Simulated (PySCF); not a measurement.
# What a change does: NMR shielding calculation on C$_{12}$H$_{9}$F

System: C$_{12}$H$_{9}$F.
Method of the first run: GIAO PW91/6-31G* NMR shielding, non-relativistic, gas phase (PySCF 2.14.0).

The geometry comes from this level: GFN2-xTB. Text and figures count atoms from 1; the logs count them from 0 in places.

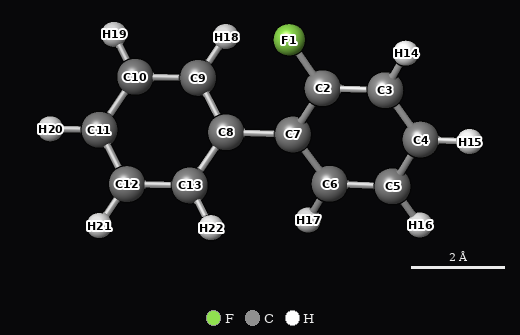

**Figure 1.** The structure as given in the input (ball-and-stick view, seen at a tilt; atoms are numbered from 1 in the order of the input). Bond lengths as drawn: C–C 1.38 to 1.47 Å, C–F 1.35 Å and C–H 1.08 Å.

**Input file, the first run**
```
{"job": {"xc": "PW91", "basis": "6-31G*", "grid": 1, "kind": "nmr", "pop": false}, "charge": 0, "multiplicity": 1}
F     -0.850941     2.370800     0.114053
C     -1.479869     1.178183     0.009422
C     -2.859196     1.182949    -0.075792
C     -3.532318    -0.018817    -0.204304
C     -2.817978    -1.204349    -0.252112
C     -1.437986    -1.189880    -0.172006
C     -0.731965     0.003894    -0.035707
C      0.737759     0.005365     0.048388
C      1.402499     0.771166     1.002084
C      2.783296     0.752155     1.074566
C      3.517768    -0.026308     0.196217
C      2.864301    -0.790218    -0.756511
C      1.484140    -0.777757    -0.828954
H     -3.385415     2.124100    -0.042363
H     -4.609597    -0.026966    -0.268424
H     -3.339094    -2.144538    -0.350828
H     -0.886869    -2.118296    -0.195771
H      0.836663     1.373943     1.696399
H      3.288372     1.348495     1.820280
H      4.596365    -0.036318     0.251455
H      3.432353    -1.396233    -1.447403
H      0.977300    -1.361985    -1.583539
```

The first line tells a small driver script what to run in PySCF; the rest is the geometry in Å.

Command:
```bash
OMP_NUM_THREADS=1 python <driver script> task.json out
```

Hardware: 1 CPU thread, shared host.

**Output (the first run)**
```
final grid: 89712 points
cycle   1  E = -562.1589143278  dE =  2.019e+00  |g| = 7.634e-01  |ddm| = 5.162e+00
cycle   2  E = -561.9978102193  dE =  1.611e-01  |g| = 1.146e+00  |ddm| = 2.156e+00
cycle   3  E = -562.2854022470  dE = -2.876e-01  |g| = 2.690e-01  |ddm| = 1.425e+00
cycle   4  E = -562.3047053949  dE = -1.930e-02  |g| = 7.900e-02  |ddm| = 3.847e-01
cycle   5  E = -562.3062140396  dE = -1.509e-03  |g| = 3.888e-02  |ddm| = 1.284e-01
cycle   6  E = -562.3065845619  dE = -3.705e-04  |g| = 9.187e-03  |ddm| = 4.843e-02
cycle   7  E = -562.3065966708  dE = -1.211e-05  |g| = 6.352e-03  |ddm| = 1.674e-02
cycle   8  E = -562.3066086535  dE = -1.198e-05  |g| = 9.375e-04  |ddm| = 7.916e-03
cycle   9  E = -562.3066088109  dE = -1.574e-07  |g| = 4.446e-04  |ddm| = 1.521e-03
cycle  10  E = -562.3066088640  dE = -5.309e-08  |g| = 1.320e-04  |ddm| = 6.101e-04
cycle  11  E = -562.3066088672  dE = -3.221e-09  |g| = 7.694e-05  |ddm| = 2.308e-04
cycle  12  E = -562.3066088689  dE = -1.668e-09  |g| = 1.450e-05  |ddm| = 9.340e-05
cycle  13  E = -562.3066088689  dE = -3.388e-11  |g| = 8.669e-06  |ddm| = 2.262e-05
converged SCF energy = -562.3066088689

GIAO shielding tensors (ppm)
atom      isotropic    diamagn.    paramagn.     s11        s22        s33       span
  0 F      287.031     479.383    -192.352    205.228    271.170    384.696    179.468
  1 C       38.483     252.426    -213.943    -23.663     45.969     93.142    116.804
  2 C       83.114     260.426    -177.313     10.478     67.547    171.316    160.838
  3 C       72.552     254.809    -182.257    -15.942     56.889    176.709    192.651
  4 C       77.073     256.432    -179.359    -12.966     63.345    180.840    193.806
  5 C       69.907     263.533    -193.625    -14.007     57.937    165.792    179.799
  6 C       68.191     261.117    -192.926     13.553     26.662    164.359    150.806
  7 C       63.243     256.589    -193.346    -17.256     35.025    171.960    189.216
  8 C       70.577     263.917    -193.341    -16.610     54.206    174.134    190.745
  9 C       72.799     256.259    -183.460    -18.684     57.446    179.635    198.320
 10 C       73.728     254.208    -180.479    -18.233     57.930    181.487    199.720
 11 C       71.963     256.343    -184.380    -21.164     57.659    179.394    200.558
 12 C       72.316     264.348    -192.031    -15.050     61.125    170.873    185.923
 13 H       25.470      28.622      -3.153     22.073     25.609     28.727      6.654
 14 H       25.060      25.622      -0.562     21.590     25.838     27.752      6.162
 15 H       25.216      28.292      -3.076     21.718     25.784     28.148      6.429
 16 H       24.968      35.169     -10.200     20.528     24.027     30.350      9.821
 17 H       24.663      35.207     -10.544     20.031     23.385     30.574     10.543
 18 H       24.972      28.312      -3.339     21.454     25.343     28.120      6.666
 19 H       25.033      25.618      -0.585     21.742     25.546     27.812      6.070
 20 H       24.914      28.392      -3.478     21.399     25.201     28.143      6.744
 21 H       25.004      35.439     -10.434     20.657     23.871     30.485      9.828
```

The input of the second run differs as follows (lines with − go, lines with + come):
```diff
-"xc": "PW91"
+"xc": "CAM-B3LYP"
-"grid": 1
-"pop": false
+"pop": true
```

How does the second run compare with the first run?

The total energies belong to different methods, so their difference says nothing on which is more stable or more accurate. The HOMO goes from −5.48 to −7.54 eV. The LUMO goes from −1.41 to 0.58 eV. The dipole moment goes from 0.98 to 1.20 D. Of all shieldings, the largest change is that of F1, by +30.3 ppm. The functional changes from PW91 to CAM-B3LYP. The number of SCF iterations is the same.

**Output (the second run)**
```
coarse grid: 19704 points
cycle   1  E = -562.2419382113  dE =  3.010e+00  |g| = 5.852e-01  |ddm| = 5.014e+00
cycle   2  E = -562.2486182572  dE = -6.680e-03  |g| = 6.346e-01  |ddm| = 1.226e+00
cycle   3  E = -562.3197763039  dE = -7.116e-02  |g| = 8.327e-02  |ddm| = 6.046e-01
cycle   4  E = -562.3211018485  dE = -1.326e-03  |g| = 3.908e-02  |ddm| = 1.319e-01
cycle   5  E = -562.3214840323  dE = -3.822e-04  |g| = 1.078e-02  |ddm| = 5.221e-02
cycle   6  E = -562.3215120143  dE = -2.798e-05  |g| = 2.661e-03  |ddm| = 1.323e-02
cycle   7  E = -562.3215138746  dE = -1.860e-06  |g| = 6.762e-04  |ddm| = 3.611e-03
final grid: 194448 points
cycle   8  E = -562.2305968739  dE = -2.747e-05  |g| = 5.495e-03  |ddm| = 3.566e-02
cycle   9  E = -562.2305975259  dE = -6.520e-07  |g| = 5.864e-03  |ddm| = 1.102e-02
cycle  10  E = -562.2306040533  dE = -6.527e-06  |g| = 6.985e-04  |ddm| = 5.877e-03
cycle  11  E = -562.2306041492  dE = -9.583e-08  |g| = 1.363e-04  |ddm| = 8.007e-04
cycle  12  E = -562.2306041529  dE = -3.764e-09  |g| = 5.954e-05  |ddm| = 2.160e-04
cycle  13  E = -562.2306041538  dE = -8.336e-10  |g| = 2.214e-05  |ddm| = 8.746e-05
converged SCF energy = -562.2306041538

GIAO shielding tensors (ppm)
atom      isotropic    diamagn.    paramagn.     s11        s22        s33       span
  0 F      317.381     480.073    -162.692    244.426    309.353    398.364    153.938
  1 C       38.646     252.022    -213.376    -35.702     50.450    101.189    136.891
  2 C       82.020     260.751    -178.730      3.279     66.512    176.270    172.991
  3 C       71.188     255.686    -184.498    -25.210     55.543    183.231    208.441
  4 C       75.935     256.891    -180.957    -21.346     62.932    186.218    207.564
  5 C       68.375     263.377    -195.002    -23.318     56.837    171.606    194.924
  6 C       67.609     261.086    -193.477      5.355     27.136    170.335    164.981
  7 C       62.567     256.904    -194.337    -26.931     36.452    178.180    205.111
  8 C       69.209     263.759    -194.550    -25.060     53.553    179.136    204.196
  9 C       71.691     256.748    -185.057    -27.279     57.217    185.135    212.414
 10 C       72.474     254.989    -182.514    -26.749     57.400    186.772    213.520
 11 C       71.158     256.832    -185.674    -29.078     57.568    184.984    214.062
 12 C       71.110     264.128    -193.018    -23.469     61.074    175.724    199.193
 13 H       25.379      28.634      -3.255     21.749     25.613     28.774      7.024
 14 H       25.021      25.622      -0.602     21.454     25.881     27.727      6.273
 15 H       25.188      28.322      -3.134     21.499     25.889     28.175      6.676
 16 H       24.908      35.174     -10.266     20.272     23.978     30.474     10.203
 17 H       24.653      35.178     -10.525     19.846     23.411     30.703     10.856
 18 H       24.964      28.352      -3.388     21.310     25.413     28.168      6.858
 19 H       25.025      25.647      -0.622     21.583     25.662     27.831      6.248
 20 H       24.925      28.436      -3.510     21.273     25.325     28.177      6.904
 21 H       24.980      35.459     -10.479     20.412     23.886     30.641     10.229
```

**The two runs side by side**

| quantity | the first run | the second run |
| --- | --- | --- |
| outcome | converged | converged |
| total energy (hartree) | −562.306609 | −562.230604 |
| HOMO (eV) | −5.48 | −7.54 |
| LUMO (eV) | −1.41 | 0.58 |
| dipole moment (D) | 0.98 | 1.20 |
| shielding of F1 (ppm) | 287.0 | 317.4 |
| shielding of C4 (ppm) | 72.6 | 71.2 |
| shielding of C5 (ppm) | 77.1 | 75.9 |
| shielding of C6 (ppm) | 69.9 | 68.4 |
| shielding of C9 (ppm) | 70.6 | 69.2 |
| shielding of C11 (ppm) | 73.7 | 72.5 |
| shielding of C13 (ppm) | 72.3 | 71.1 |
| SCF iterations | 13 | 13 |
| basis functions | 200 | 200 |
| wall time (shared host) | 51 s | 69 s |
